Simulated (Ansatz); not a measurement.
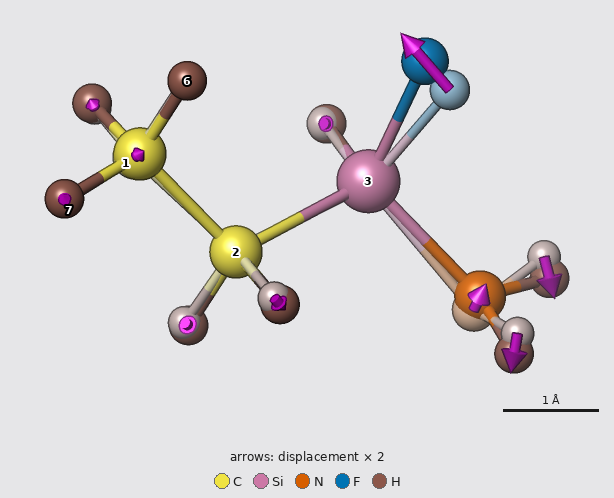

A relaxation of C₂H₈FNSi (coarse preliminary run). The starting structure is drawn faded, the final one solid; purple arrows show the displacements, 2 times their true length. The two geometries are superimposed by the best rigid fit.

The picture is a ball-and-stick view, seen from a free direction.

The start comes from a force field.

Method: RKS PBE-D4/def2-SVP (Ansatz).

Input
```yaml
crystal:
  periodic: [false, false, false]
  atoms:
    - {symbol: C, position_ang: [-0.497900, -1.090900, 1.573500]}
    - {symbol: C, position_ang: [0.451200, -0.451300, 0.580100]}
    - {symbol: Si, position_ang: [-0.309600, 0.406000, -0.910600]}
    - {symbol: N, position_ang: [0.992400, 1.088300, -1.901400]}
    - {symbol: F, position_ang: [-1.144100, 1.647200, -0.423500]}
    - {symbol: H, position_ang: [-1.205800, -0.260900, 1.977500]}
    - {symbol: H, position_ang: [0.007300, -1.522100, 2.397900]}
    - {symbol: H, position_ang: [-1.135100, -1.787500, 1.073900]}
    - {symbol: H, position_ang: [1.122800, -1.232400, 0.277400]}
    - {symbol: H, position_ang: [1.089300, 0.264700, 1.148300]}
    - {symbol: H, position_ang: [-1.116600, -0.491400, -1.706300]}
    - {symbol: H, position_ang: [1.370400, 1.852600, -1.372400]}
    - {symbol: H, position_ang: [0.396100, 1.543100, -2.699600]}
basis:
  gaussian: {orbitals: def2-SVP}
hamiltonian: {xc: pbe, dispersion: d4}
relax: {f_tol: 0.03, max_steps: 200}
```

Command:
```bash
ansatz run in.yaml --threads 4 --pin off --events-out ev --progress --plain --max-ram 10444MiB
```

> Which element moves most?

Fluorine: up to 0.40 Å, against 0.23 Å for hydrogen.

> What did the optimiser do to the structure, and how much energy did it gain?

The energy falls by 64.0 kJ/mol in 7 geometry steps. The largest force component goes from 3.1 to 0.025 eV/Å. The largest move after the best rigid fit is that of F5, 0.40 Å. By element the largest moves are F 0.40 Å, H 0.23 Å, N 0.17 Å, C 0.07 Å, Si 0.04 Å. Some distances before and after: Si3–F5 1.573 → 1.656 Å, N4–H13 1.095 → 1.022 Å, Si3–H11 1.446 → 1.501 Å, C1–H6 1.163 → 1.109 Å. Among the angles between lasting bonds that change: Si3–N4–H13 99.6° → 119.9°, Si3–N4–H12 106.0° → 120.0°, N4–Si3–F5 105.0° → 113.7°.
